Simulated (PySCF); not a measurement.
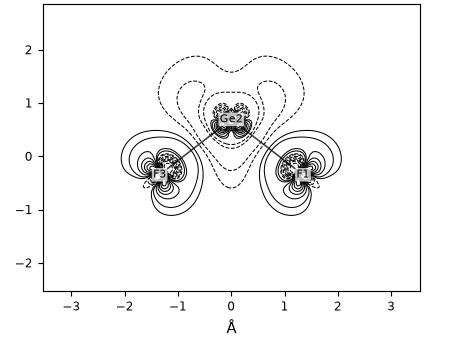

*F3GeH, SMILES `F[GeH](F)F`. Deformation density (molecule less spherical, spin-averaged free atoms) in the plane of F1, Ge2 and F3; contours at ±0.05 to ±0.8 e/Å³; solid lines: gain, dashed lines: loss.*

PySCF calculation, B3LYP/def2-SVPD, gas phase; geometry: GFN2-xTB. No frequency check shows the geometry to be a minimum. GFN2-xTB bond lengths at metals and heavier atoms can be off by up to 0.1 Å and shapes distorted, which carries into these values.

Cartesian coordinates (Å):

```
F1      -0.5165   -1.4643    0.4039
Ge2      0.0001    0.0001   -0.2859
F3      -1.0102    1.1790    0.4042
F4       1.5264    0.2848    0.4041
H5      -0.0008    0.0003   -1.7605
```

**How much density has each bond in this plane gained at its critical point, relative to the free atoms?**

Ge2–F3 and F1–Ge2: −0.01 e/Å³ at the bond critical point (bond length 1.70 Å); up to 0.6 Å beside the axis the gain reaches +0.15 e/Å³. In all, 1.2 electrons gather in the regions of gain relative to the promolecule. A small or negative value marks a very polar bond, one between electron-rich atoms, whose free-atom densities already overlap strongly, a long bond to a heavier atom, or a closed-shell contact such as a hydrogen bond.

**Where do the Hirshfeld charges lie?**

The highest Hirshfeld charge is on Ge2 (+0.68 e), the lowest on F1, F3 and F4 (−0.23 e).

```csv
atom,charge (e)
F1,−0.23
Ge2,+0.68
F3,−0.23
F4,−0.23
H5,0.00
```
